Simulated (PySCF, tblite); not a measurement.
**C₅H₃F₂OS₂−: a rotation path, then NMR shifts on frames**

How do NMR shifts of C₅H₃F₂OS₂− (`FC(F)Oc1ccsc1[S-]`) change as the atoms move?

The runs use tblite 0.8.0 and PySCF 2.14.0, with density-fitted response routines of our own; the level of theory stands in each step. All values are computed, except where a source is named. Atoms are numbered from 0 throughout.

### 1 The molecule as given

13 atoms, charge -1, multiplicity 1; geometry from: GFN2-xTB.

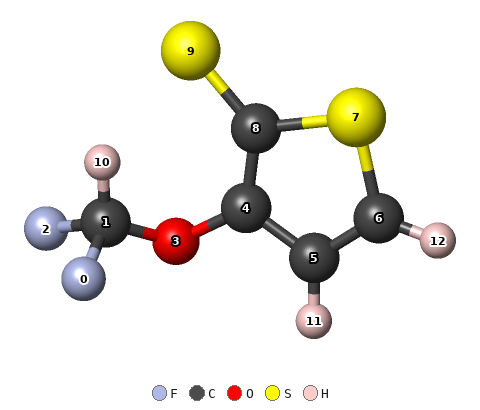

As it starts; fluorine light blue, carbon dark grey, oxygen red, sulfur yellow, hydrogen pink, atoms numbered.

### 2 The rotation path with GFN2-xTB

What the job is given:

```
{"job": {"kind": "neb", "xc": "GFN2-xTB", "basis": "xTB", "atoms": [5, 4, 3, 1], "turn": 180}, "charge": -1, "multiplicity": 1}
F      2.630002    -0.541575    -0.836570
C      2.044819    -0.366008     0.406446
F      2.902775    -0.993486     1.247441
O      0.857262    -0.966229     0.472976
C     -0.271106    -0.180585     0.135070
C     -1.269557    -0.746331    -0.683143
C     -2.323907     0.080886    -0.886643
S     -2.099951     1.600560    -0.081751
C     -0.524630     1.101610     0.578785
S      0.399002     2.124212     1.543287
H      2.052736     0.713781     0.625098
H     -1.183995    -1.740904    -1.085570
H     -3.217839    -0.085444    -1.453153
```

Level: GFN2-xTB climbing-image nudged elastic band, gas phase.

Launch:

```sh
OMP_NUM_THREADS=1 python probes_run.py task.json out
```

One launch serves the whole session: the jobs run in the order shown.

Standard output:

```text
image   E - E0 / eV
  0       0.0000
  1       0.0036
  2       0.0152
  3       0.0282
  4       0.0372
  5       0.0408
  6       0.0395
  7       0.0408
  8      -0.0005
```

It took 6.7 s on 1 thread of AMD EPYC 9R14, shared host; peak memory 0.18 GiB.

The final band, with the dihedral C5–C4–O3–C1:

| image | dihedral (°) | energy (eV) | energy (kcal/mol) |
| --- | --- | --- | --- |
| 0 | 136 | 0.000 | 0.0 |
| 1 | 148 | 0.004 | 0.1 |
| 2 | 161 | 0.015 | 0.4 |
| 3 | 174 | 0.028 | 0.6 |
| 4 | 187 | 0.037 | 0.9 |
| 5 | 199 | 0.041 | 0.9 |
| 6 | 211 | 0.040 | 0.9 |
| 7 | 230 | 0.041 | 0.9 |
| 8 | 223 | -0.001 | 0.0 |

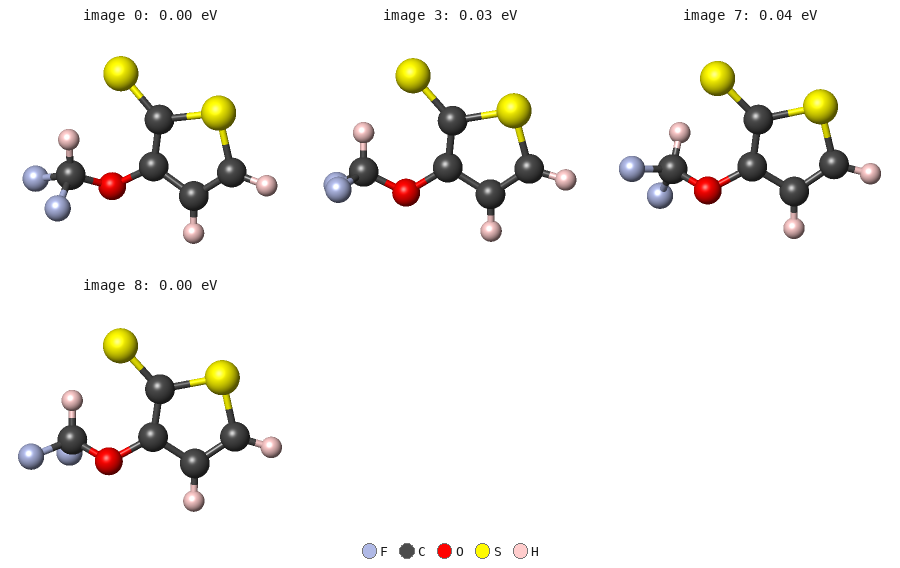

Images along the band.

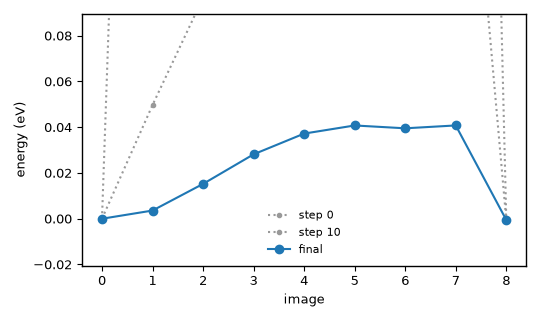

Energy along the band, early and final.

### 3 NMR shieldings: image 0, PBE0/pcSseg-1

What the job is given:

```
{"job": {"kind": "nmr", "xc": "PBE0", "basis": "pcSseg-1", "pop": false}, "charge": -1, "multiplicity": 1}
F      2.630000    -0.541600    -0.836600
C      2.044800    -0.366000     0.406400
F      2.902800    -0.993500     1.247400
O      0.857300    -0.966200     0.473000
C     -0.271100    -0.180600     0.135100
C     -1.269600    -0.746300    -0.683100
C     -2.323900     0.080900    -0.886600
S     -2.100000     1.600600    -0.081800
C     -0.524600     1.101600     0.578800
S      0.399000     2.124200     1.543300
H      2.052700     0.713800     0.625100
H     -1.184000    -1.740900    -1.085600
H     -3.217800    -0.085400    -1.453200
```

Level: GIAO PBE0/pcSseg-1 NMR shielding, non-relativistic, gas phase.

Standard output:

```text
coarse grid: 13800 points
cycle   1  E = -1262.5919500128  dE =  1.857e+00  |g| = 8.813e-01  |ddm| = 3.871e+00
cycle   2  E = -1262.4738778986  dE =  1.181e-01  |g| = 1.226e+00  |ddm| = 1.896e+00
cycle   3  E = -1262.7440011110  dE = -2.701e-01  |g| = 1.050e-01  |ddm| = 1.173e+00
cycle   4  E = -1262.7457918961  dE = -1.791e-03  |g| = 6.461e-02  |ddm| = 2.326e-01
cycle   5  E = -1262.7469005659  dE = -1.109e-03  |g| = 1.753e-02  |ddm| = 1.127e-01
cycle   6  E = -1262.7469813236  dE = -8.076e-05  |g| = 5.527e-03  |ddm| = 3.028e-02
cycle   7  E = -1262.7469872478  dE = -5.924e-06  |g| = 2.802e-03  |ddm| = 9.723e-03
final grid: 130064 points
cycle   8  E = -1262.8353580415  dE = -2.232e-05  |g| = 1.487e-02  |ddm| = 3.688e-02
cycle   9  E = -1262.8352678141  dE =  9.023e-05  |g| = 2.464e-02  |ddm| = 4.171e-02
cycle  10  E = -1262.8354043384  dE = -1.365e-04  |g| = 2.270e-03  |ddm| = 2.959e-02
cycle  11  E = -1262.8354055396  dE = -1.201e-06  |g| = 6.071e-04  |ddm| = 3.222e-03
cycle  12  E = -1262.8354056301  dE = -9.050e-08  |g| = 1.936e-04  |ddm| = 9.140e-04
cycle  13  E = -1262.8354056394  dE = -9.255e-09  |g| = 6.287e-05  |ddm| = 3.091e-04
cycle  14  E = -1262.8354056402  dE = -8.117e-10  |g| = 1.561e-05  |ddm| = 8.714e-05
converged SCF energy = -1262.8354056402

GIAO shielding tensors (ppm)
atom      isotropic    diamagn.    paramagn.     s11        s22        s33       span
  0 F      270.601     474.103    -203.502    170.595    272.774    368.434    197.839
  1 C       66.278     239.609    -173.331     43.193     68.832     86.810     43.617
  2 F      285.728     469.137    -183.408    184.562    313.010    359.613    175.052
  3 O      192.837     400.364    -207.527    138.818    205.975    233.717     94.898
  4 C       40.879     247.831    -206.952    -26.666     53.243     96.061    122.728
  5 C       62.100     249.601    -187.501    -16.070     61.481    140.888    156.958
  6 C       80.155     260.119    -179.963      3.369     85.533    151.564    148.195
  7 S      256.731    1055.866    -799.135     24.909    367.279    378.004    353.095
  8 C       17.160     257.984    -240.825    -55.685     11.839     95.325    151.010
  9 S      509.219    1056.635    -547.416    338.369    447.533    741.754    403.384
 10 H       21.216      26.836      -5.621     13.354     19.130     31.162     17.808
 11 H       25.527      31.409      -5.883     22.952     26.074     27.553      4.601
 12 H       26.559      31.515      -4.956     23.716     25.440     30.522      6.807
```

Run time: 22 s. Hardware: 1 thread of AMD EPYC 9R14, shared host; peak memory 0.87 GiB.

Shifts follow as δ = σ(reference) − σ, with reference shieldings (ppm) from runs at the same level and on the same kind of geometry: 1H TMS 31.72, 13C TMS 186.9, 19F CFCl3 170.9, 17O H2O 336.1, 33S CS2 504. The references are single molecules in the gas phase, so shifts against H2O, NH3, PH3, H3PO4 or CFCl3 are not on the usual liquid scales and can be off by tens of ppm. Each atom is listed at this fixed geometry, with no averaging over motion; a spectrum would average atoms that exchange fast.

| atoms | environment | σ (ppm) | δ (ppm) |
| --- | --- | --- | --- |
| C8 | aromatic carbon bearing sulfur | 17.2 | 169.8 |
| C4 | aromatic carbon bearing oxygen | 40.9 | 146.0 |
| C5 | aromatic CH | 62.1 | 124.8 |
| C1 | sp3 CH bonded to 2 F and O | 66.3 | 120.6 |
| C6 | aromatic CH next to the ring sulfur | 80.2 | 106.8 |
| H10 | hydrogen on an sp3 CH bonded to 2 F and O | 21.22 | 10.50 |
| H11 | hydrogen on an aromatic CH | 25.53 | 6.19 |
| H12 | hydrogen on an aromatic CH next to the ring sulfur | 26.56 | 5.16 |
| F0 | fluorine of a CF2 group | 270.6 | -99.7 |
| F2 | fluorine of a CF2 group | 285.7 | -114.8 |
| O3 | ether oxygen | 192.8 | 143.2 |
| S7 | aromatic ring sulfur | 257 | 247 |
| S9 | sulfur bonded to C | 509 | -5 |

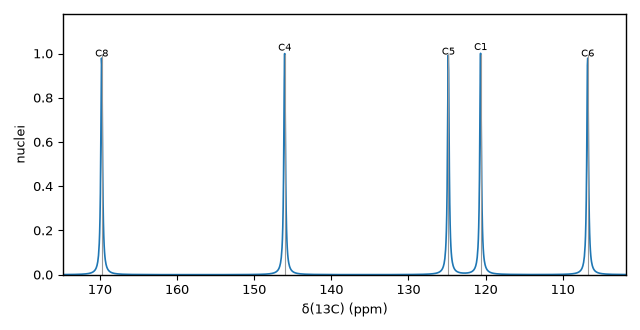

13C lines at the computed shifts, without couplings. Lines are broadened to a width of 0.25 ppm (Lorentzian).

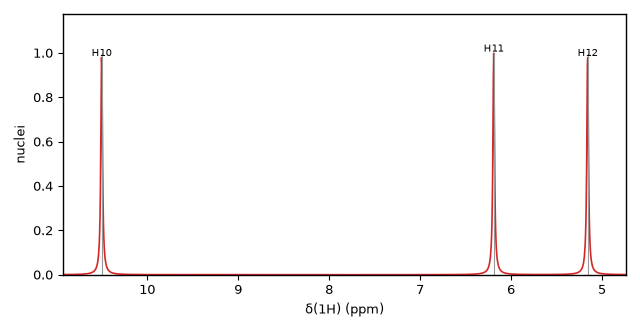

1H lines at the computed shifts, without couplings. Lines are broadened to a width of 0.02 ppm (Lorentzian).

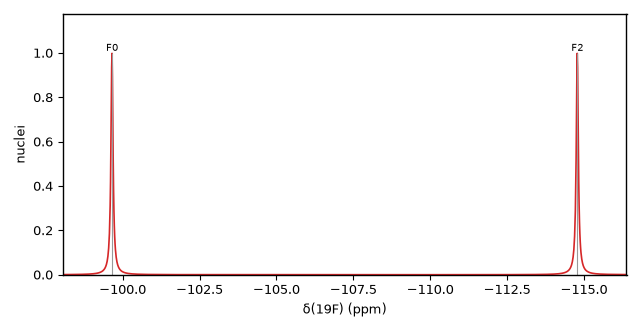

19F lines at the computed shifts, without couplings. Lines are broadened to a width of 0.08 ppm (Lorentzian).

Ring of atoms C4, C5, C6, S7, C8: NICS(0) -11.6, NICS(1) -8.4, NICS(1)zz -16.6 ppm (means of both faces).

### 4 Shielding tensors: image 3, PBE0/pcSseg-1

What the job is given:

```
{"job": {"kind": "nmr", "xc": "PBE0", "basis": "pcSseg-1", "pop": false}, "charge": -1, "multiplicity": 1}
F      2.968700    -0.139600    -0.538200
C      2.077000    -0.378200     0.482400
F      2.721600    -1.310700     1.245500
O      0.951000    -0.916100     0.015500
C     -0.224900    -0.133900    -0.073700
C     -1.327500    -0.757000    -0.696700
C     -2.427100     0.030900    -0.761100
S     -2.128100     1.581100    -0.050200
C     -0.449200     1.153200     0.366200
S      0.527900     2.266500     1.174800
H      1.970000     0.553000     1.061600
H     -1.271300    -1.764800    -1.070600
H     -3.392500    -0.183900    -1.173400
```

With the program's defaults for keys left out, this is: GIAO PBE0/pcSseg-1 NMR shielding, non-relativistic, gas phase.

Standard output:

```text
coarse grid: 13800 points
cycle   1  E = -1262.5898347638  dE =  1.857e+00  |g| = 8.788e-01  |ddm| = 3.874e+00
cycle   2  E = -1262.4730751685  dE =  1.168e-01  |g| = 1.222e+00  |ddm| = 1.880e+00
cycle   3  E = -1262.7408255265  dE = -2.678e-01  |g| = 1.020e-01  |ddm| = 1.147e+00
cycle   4  E = -1262.7424690371  dE = -1.644e-03  |g| = 6.322e-02  |ddm| = 2.214e-01
cycle   5  E = -1262.7435197343  dE = -1.051e-03  |g| = 1.701e-02  |ddm| = 1.082e-01
cycle   6  E = -1262.7435959787  dE = -7.624e-05  |g| = 5.580e-03  |ddm| = 2.976e-02
cycle   7  E = -1262.7436022752  dE = -6.297e-06  |g| = 2.713e-03  |ddm| = 9.712e-03
final grid: 130064 points
cycle   8  E = -1262.8315587318  dE = -2.136e-05  |g| = 1.484e-02  |ddm| = 3.509e-02
cycle   9  E = -1262.8314728447  dE =  8.589e-05  |g| = 2.444e-02  |ddm| = 3.900e-02
cycle  10  E = -1262.8316039569  dE = -1.311e-04  |g| = 2.212e-03  |ddm| = 2.774e-02
cycle  11  E = -1262.8316050970  dE = -1.140e-06  |g| = 6.194e-04  |ddm| = 3.206e-03
cycle  12  E = -1262.8316051940  dE = -9.705e-08  |g| = 1.884e-04  |ddm| = 9.194e-04
cycle  13  E = -1262.8316052027  dE = -8.701e-09  |g| = 6.237e-05  |ddm| = 2.884e-04
cycle  14  E = -1262.8316052035  dE = -7.808e-10  |g| = 1.460e-05  |ddm| = 8.170e-05
converged SCF energy = -1262.8316052035

GIAO shielding tensors (ppm)
atom      isotropic    diamagn.    paramagn.     s11        s22        s33       span
  0 F      267.598     472.389    -204.792    172.331    269.734    360.728    188.397
  1 C       67.666     239.738    -172.071     41.804     71.944     89.251     47.447
  2 F      282.473     470.745    -188.272    177.741    308.196    361.483    183.742
  3 O      181.503     400.303    -218.800    137.165    194.743    212.602     75.437
  4 C       40.957     246.958    -206.002    -27.675     49.541    101.004    128.679
  5 C       62.699     249.560    -186.861    -13.700     64.059    137.738    151.438
  6 C       78.772     260.012    -181.240      0.858     84.456    151.003    150.145
  7 S      251.242    1055.772    -804.530     27.890    347.438    378.399    350.510
  8 C       22.816     257.820    -235.004    -45.029     16.474     97.002    142.032
  9 S      510.221    1056.603    -546.382    349.925    458.939    721.800    371.875
 10 H       19.158      26.363      -7.206      9.486     16.066     31.921     22.435
 11 H       25.652      31.188      -5.536     22.930     26.170     27.855      4.925
 12 H       26.534      31.440      -4.906     23.867     25.343     30.391      6.524
```

Run time: 21 s. Hardware: 1 thread of AMD EPYC 9R14, shared host; peak memory 0.89 GiB.

Key values: δ C8 164.1, C4 146.0, C5 124.2, C1 119.3, H10 12.56, H11 6.07 ppm.

### 5 Nuclear shieldings: image 7, PBE0/pcSseg-1

What the job is given:

```
{"job": {"kind": "nmr", "xc": "PBE0", "basis": "pcSseg-1", "pop": false}, "charge": -1, "multiplicity": 1}
F      3.212800     0.041400     0.132200
C      1.994700    -0.412600     0.513800
F      2.278000    -1.672400     1.016100
O      1.173800    -0.503800    -0.527500
C     -0.128500     0.024500    -0.353100
C     -1.257100    -0.745100    -0.695900
C     -2.424800    -0.078100    -0.525400
S     -2.159300     1.524300     0.086200
C     -0.392800     1.301000     0.105100
S      0.665200     2.484900     0.644600
H      1.640500     0.198200     1.356500
H     -1.178900    -1.754800    -1.061500
H     -3.428000    -0.407000    -0.709000
```

With the program's defaults for keys left out, this is: GIAO PBE0/pcSseg-1 NMR shielding, non-relativistic, gas phase.

Standard output:

```text
coarse grid: 13800 points
cycle   1  E = -1262.5878296839  dE =  1.863e+00  |g| = 8.861e-01  |ddm| = 3.864e+00
cycle   2  E = -1262.4680055865  dE =  1.198e-01  |g| = 1.231e+00  |ddm| = 1.934e+00
cycle   3  E = -1262.7418794440  dE = -2.739e-01  |g| = 1.146e-01  |ddm| = 1.229e+00
cycle   4  E = -1262.7441555915  dE = -2.276e-03  |g| = 6.806e-02  |ddm| = 2.560e-01
cycle   5  E = -1262.7454024642  dE = -1.247e-03  |g| = 1.856e-02  |ddm| = 1.202e-01
cycle   6  E = -1262.7454921596  dE = -8.970e-05  |g| = 5.937e-03  |ddm| = 3.138e-02
cycle   7  E = -1262.7454991340  dE = -6.974e-06  |g| = 2.900e-03  |ddm| = 1.035e-02
final grid: 130064 points
cycle   8  E = -1262.8340306060  dE = -2.066e-05  |g| = 1.502e-02  |ddm| = 3.376e-02
cycle   9  E = -1262.8339343730  dE =  9.623e-05  |g| = 2.507e-02  |ddm| = 4.361e-02
cycle  10  E = -1262.8340786997  dE = -1.443e-04  |g| = 2.336e-03  |ddm| = 3.106e-02
cycle  11  E = -1262.8340799788  dE = -1.279e-06  |g| = 6.038e-04  |ddm| = 3.259e-03
cycle  12  E = -1262.8340800671  dE = -8.828e-08  |g| = 1.918e-04  |ddm| = 8.980e-04
cycle  13  E = -1262.8340800762  dE = -9.054e-09  |g| = 6.428e-05  |ddm| = 3.131e-04
cycle  14  E = -1262.8340800770  dE = -8.881e-10  |g| = 1.712e-05  |ddm| = 9.644e-05
converged SCF energy = -1262.8340800770

GIAO shielding tensors (ppm)
atom      isotropic    diamagn.    paramagn.     s11        s22        s33       span
  0 F      269.948     469.351    -199.402    166.968    290.015    352.862    185.893
  1 C       62.381     240.926    -178.545     39.003     69.109     79.030     40.028
  2 F      269.620     472.839    -203.218    161.996    280.768    366.097    204.101
  3 O      199.393     400.532    -201.139    153.590    200.746    243.845     90.255
  4 C       38.972     248.519    -209.547    -24.499     51.303     90.113    114.612
  5 C       63.158     249.575    -186.417    -15.510     61.866    143.119    158.629
  6 C       81.907     260.109    -178.202      5.886     87.344    152.490    146.604
  7 S      259.782    1055.939    -796.157     19.455    368.988    390.903    371.449
  8 C       13.755     258.421    -244.666    -60.415     10.394     91.284    151.699
  9 S      515.592    1056.798    -541.206    327.756    447.605    771.414    443.659
 10 H       23.350      27.729      -4.378     17.719     23.191     29.140     11.422
 11 H       25.492      31.441      -5.949     22.956     25.982     27.538      4.581
 12 H       26.659      31.542      -4.883     23.766     25.509     30.702      6.936
```

It took 23 s on 1 thread of AMD EPYC 9R14, shared host; peak memory 0.89 GiB.

In short: δ C8 173.2, C4 148.0, C1 124.5, C5 123.8, H10 8.37, H11 6.22 ppm.

### 6 NMR shieldings: image 8, PBE0/pcSseg-1

What the job is given:

```
{"job": {"kind": "nmr", "xc": "PBE0", "basis": "pcSseg-1", "pop": false}, "charge": -1, "multiplicity": 1}
F      3.292900    -0.416000    -0.029500
C      2.033000    -0.361300     0.467600
F      1.978000    -1.446000     1.326000
O      1.169300    -0.491100    -0.539400
C     -0.130800     0.027700    -0.328800
C     -1.238300    -0.734300    -0.752600
C     -2.424600    -0.112900    -0.544300
S     -2.204300     1.435700     0.204000
C     -0.433700     1.255800     0.223100
S      0.571100     2.449300     0.853000
H      1.925100     0.548500     1.080200
H     -1.126800    -1.705100    -1.203600
H     -3.415300    -0.449800    -0.773600
```

Method: GIAO PBE0/pcSseg-1 NMR shielding, non-relativistic, gas phase.

Standard output:

```text
coarse grid: 13800 points
cycle   1  E = -1262.5926843265  dE =  1.858e+00  |g| = 8.809e-01  |ddm| = 3.873e+00
cycle   2  E = -1262.4748755002  dE =  1.178e-01  |g| = 1.226e+00  |ddm| = 1.894e+00
cycle   3  E = -1262.7445600181  dE = -2.697e-01  |g| = 1.043e-01  |ddm| = 1.170e+00
cycle   4  E = -1262.7463239376  dE = -1.764e-03  |g| = 6.423e-02  |ddm| = 2.313e-01
cycle   5  E = -1262.7474178958  dE = -1.094e-03  |g| = 1.743e-02  |ddm| = 1.122e-01
cycle   6  E = -1262.7474978044  dE = -7.991e-05  |g| = 5.476e-03  |ddm| = 3.021e-02
cycle   7  E = -1262.7475035960  dE = -5.792e-06  |g| = 2.796e-03  |ddm| = 9.656e-03
final grid: 130064 points
cycle   8  E = -1262.8353544941  dE = -1.850e-05  |g| = 1.493e-02  |ddm| = 3.278e-02
cycle   9  E = -1262.8352622690  dE =  9.223e-05  |g| = 2.481e-02  |ddm| = 4.209e-02
cycle  10  E = -1262.8354014569  dE = -1.392e-04  |g| = 2.276e-03  |ddm| = 2.999e-02
cycle  11  E = -1262.8354026693  dE = -1.212e-06  |g| = 5.923e-04  |ddm| = 3.175e-03
cycle  12  E = -1262.8354027555  dE = -8.627e-08  |g| = 1.890e-04  |ddm| = 8.862e-04
cycle  13  E = -1262.8354027643  dE = -8.791e-09  |g| = 6.069e-05  |ddm| = 2.997e-04
cycle  14  E = -1262.8354027651  dE = -7.462e-10  |g| = 1.613e-05  |ddm| = 8.456e-05
converged SCF energy = -1262.8354027651

GIAO shielding tensors (ppm)
atom      isotropic    diamagn.    paramagn.     s11        s22        s33       span
  0 F      287.119     469.155    -182.036    186.305    314.582    360.469    174.164
  1 C       66.481     239.418    -172.937     43.537     68.839     87.068     43.531
  2 F      270.797     474.189    -203.392    172.411    271.631    368.349    195.938
  3 O      192.124     400.360    -208.237    137.552    204.039    234.780     97.228
  4 C       40.944     247.738    -206.794    -26.810     53.455     96.187    122.998
  5 C       61.999     249.637    -187.638    -16.210     61.549    140.657    156.868
  6 C       79.946     260.132    -180.187      3.005     85.490    151.342    148.336
  7 S      256.574    1055.862    -799.288     25.465    366.998    377.261    351.795
  8 C       17.435     257.972    -240.537    -55.257     11.911     95.650    150.907
  9 S      507.593    1056.627    -549.034    339.171    446.872    736.736    397.565
 10 H       21.028      26.768      -5.740     12.986     18.826     31.272     18.286
 11 H       25.537      31.414      -5.878     22.970     26.076     27.564      4.594
 12 H       26.551      31.519      -4.968     23.715     25.439     30.498      6.783
```

It took 23 s on 1 thread of AMD EPYC 9R14, shared host; peak memory 0.89 GiB.

Key values: δ C8 169.5, C4 146.0, C5 124.9, C1 120.4, H10 10.69, H11 6.18 ppm.

### 7 Run by run: NMR shifts

Shifts (ppm) of some atoms, chosen among heavy atoms and hydrogens apart, with basis size and wall time:

| frame | C8 | H10 | H11 | F0 | F2 | O3 | S7 | functions | time |
| --- | --- | --- | --- | --- | --- | --- | --- | --- | --- |
| image 0 | 169.8 | 10.50 | 6.19 | -99.7 | -114.8 | 143.2 | 247 | 199 | 22 s |
| image 3 | 164.1 | 12.56 | 6.07 | -96.7 | -111.5 | 154.6 | 252 | 199 | 21 s |
| image 7 | 173.2 | 8.37 | 6.22 | -99.0 | -98.7 | 136.7 | 244 | 199 | 23 s |
| image 8 | 169.5 | 10.69 | 6.18 | -116.2 | -99.9 | 144.0 | 247 | 199 | 23 s |

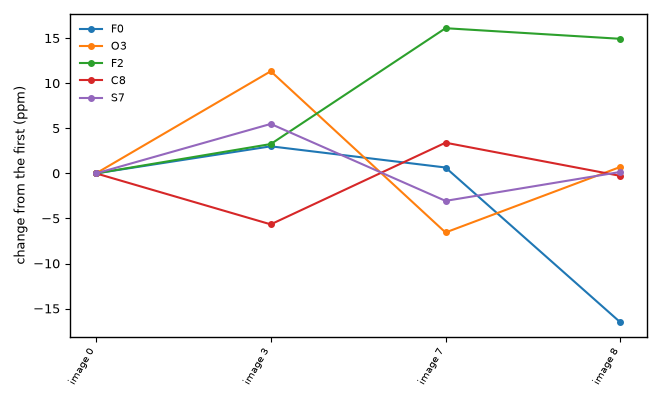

How five of the tabulated atoms move from run to run.

### 8 Outcome

| quantity | value |
| --- | --- |
| barrier | 0.041 eV (0.9 kcal/mol) at image 7 |
| end to end (GFN2-xTB) | -0.001 eV |
| 13C shifts against TMS (PBE0/pcSseg-1, image 0) | 169.8, 146.0, 124.8, 120.6, 106.8 ppm |
| 1H shifts against TMS (PBE0/pcSseg-1, image 0) | 10.50, 6.19, 5.16 ppm |
| 19F shifts against CFCl3 (PBE0/pcSseg-1, image 0) | -99.7, -114.8 ppm |
| 17O shifts against H2O (PBE0/pcSseg-1, image 0) | 143.2 ppm |
| 33S shifts against CS2 (PBE0/pcSseg-1, image 0) | 247, -5 ppm |
| range of the shift of F0 | -116.2 to -96.7 ppm |

What this shows: Along the band the dihedral turns by 87°, and the top (dihedral 230°) lies 0.9 kcal/mol above the start (GFN2-xTB, rough), so at room temperature this motion is fast. The top was not checked by a frequency run. Shifts at one fixed geometry are not the observed spectrum, which averages over the motion. In the first frame run (image 0): Shielding is most anisotropic at S9 (span 403 ppm, paramagnetic term -547 ppm). NICS(1)zz of -17 ppm above the planar ring from C4 marks a diatropic (aromatic) ring current. Across the 4 runs the shift of F0 moves most, between -116.2 (image 8) and -96.7 ppm (image 3).
